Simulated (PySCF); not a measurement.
H$_{6}$Si$_{2}$, SMILES `[SiH3][SiH3]`.

Method: PBE0/aug-cc-pVDZ; geometry: GFN2-xTB; program: PySCF. No frequency check shows the geometry to be a minimum.

Cartesian coordinates (Å):

```
Si1     -1.1527    0.0003   -0.0001
Si2      1.1525    0.0001    0.0001
H3      -1.7147    0.9302   -0.9832
H4      -1.7103   -1.3225   -0.3124
H5      -1.7150    0.3867    1.2967
H6       1.7147    1.3170    0.3108
H7       1.7147   -0.3895   -1.2958
H8       1.7144   -0.9276    0.9853
```

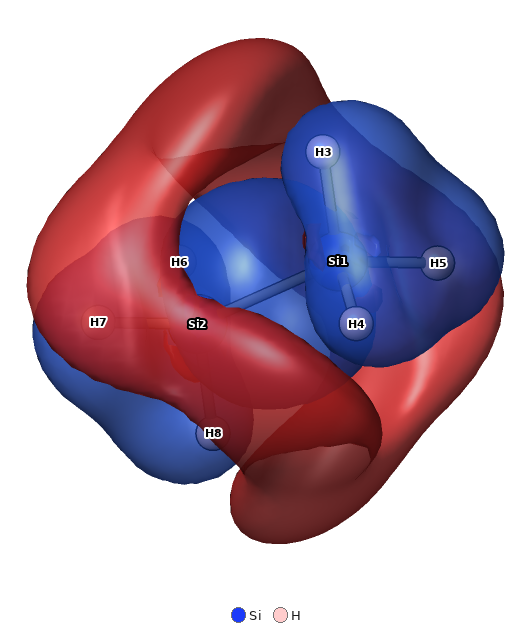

Unrelaxed difference density of S₁ less the ground state (TDA singlet states), ±0.004 e/Å³; red: gain, blue: loss.

### How does the charge move on excitation?

0.82 e is displaced in all, largely into diffuse regions outside the molecule. The state: 7.62 eV (163 nm), f = 0.000 (very weak), diffuse (Rydberg-like) orbital; the leading pair carries 99 %; hole on Si1 and Si2 (37 % each), electron on Si1 and Si2 (27 % each) and H3, H4, H5, H6, H7 and H8 (8 % each) (atom shares of so diffuse an orbital are rough); their centroids lie 0.0 Å apart; S₂ and S₃ lie within 0.1 eV of it.
